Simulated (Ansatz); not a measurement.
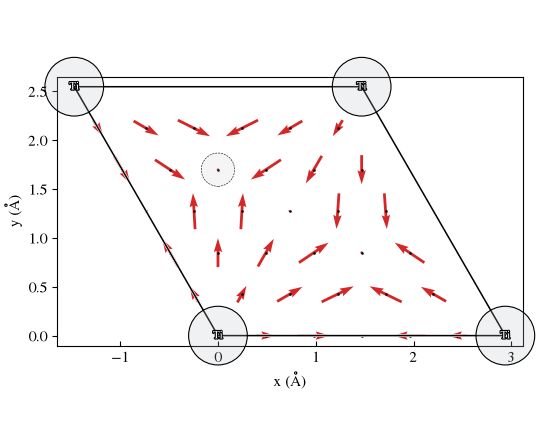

C on a Ti(001) slab cut from the P6_3/mmc phase, its upper half relaxed before the scan (16 atoms of substrate and one adsorbate in a 2 × 2 cell). 
- C is moved over the surface cell; relaxed at each place: the height of the adsorbate's atoms; substrate rigid; the origin of the map has the adsorbate above Ti13.
- Places are given modulo a cell vector. The map is drawn in real space over the plane of the surface.
- The grid has 6 × 6 points; 10 points were computed and 26 follow by symmetry.
- Places are given in fractions of the 1 × 1 surface cell.
- Computed with DFT PBE, scalar-relativistic, plane waves, PAW (Ansatz 0.2.0). Settings: cutoff 420 eV, k-mesh 6×6×1, gaussian smearing 0.1 eV, no spin polarisation.

Drawn: dots at the grid points, arrows along the force (downhill), their lengths compressed, labelled circles for the atoms of the top layer and small ones for the second layer, the outline of one cell of the plane.

The arrows alone are given. Where are the wells?

The arrows converge at a threefold hollow over a second-layer Ti atom, (2/6, 4/6) of the cell vectors; a threefold hollow, (4/6, 2/6) of the cell vectors (0.08 eV up) (read from the interpolated surface).

The energy map of the same scan:

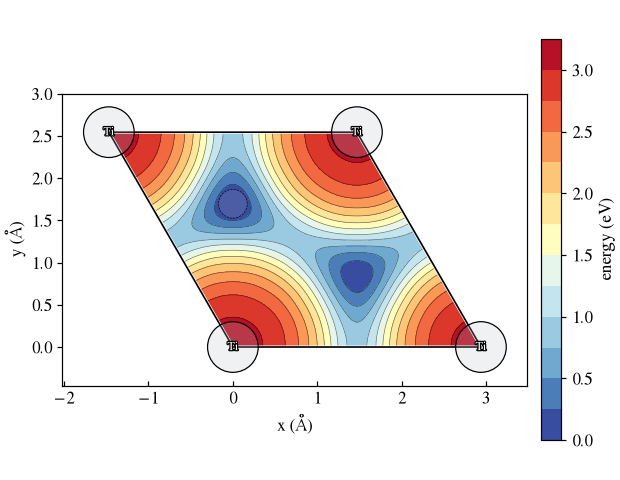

Energies are in eV, from the lowest grid point; between grid points the surface is interpolated.

PAW datasets: the set soft_1.
